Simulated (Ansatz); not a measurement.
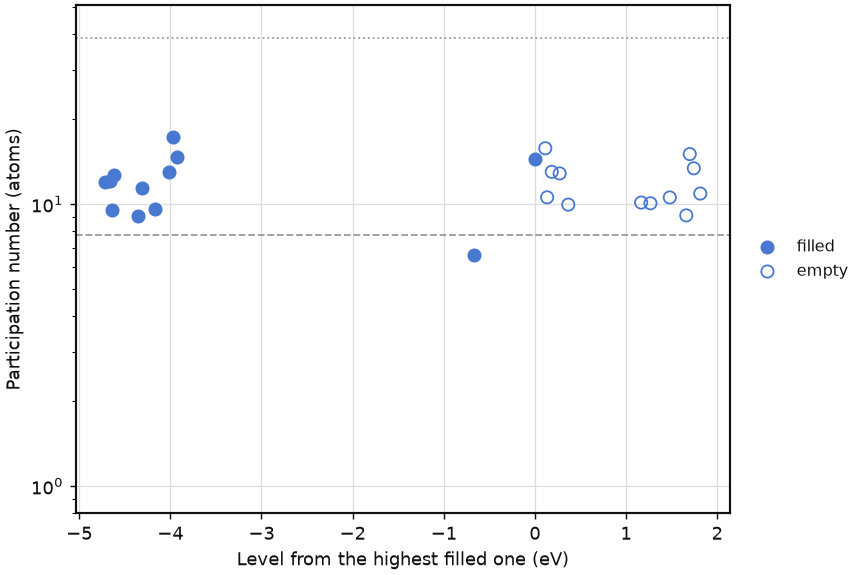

Levels near the gap of a 39-atom cell against the number of atoms over which each spreads (dotted: all atoms; dashed: a fifth of them). Host KTaO₃ with Mg on a site of K and a vacancy of O.

Calculation on K7MgTa8O23 (defect cell), 39 atoms in the cell, cell charge −1 e.

Ansatz; DFT, r2SCAN, PAW, plane waves, one k point, (0.25, 0.25, 0.25), 500 eV cutoff.

Which of these levels are localised (under the dashed line)?

1 of the 24 levels shown spreads over less than a fifth of the cell: −0.66 eV (filled, over about 7 atoms, mostly Ta).

How far apart are the highest filled and the lowest empty level?

The lowest empty level lies 0.11 eV above the highest filled one.

One k point in a finite cell, so levels carry errors of tenths of an eV.
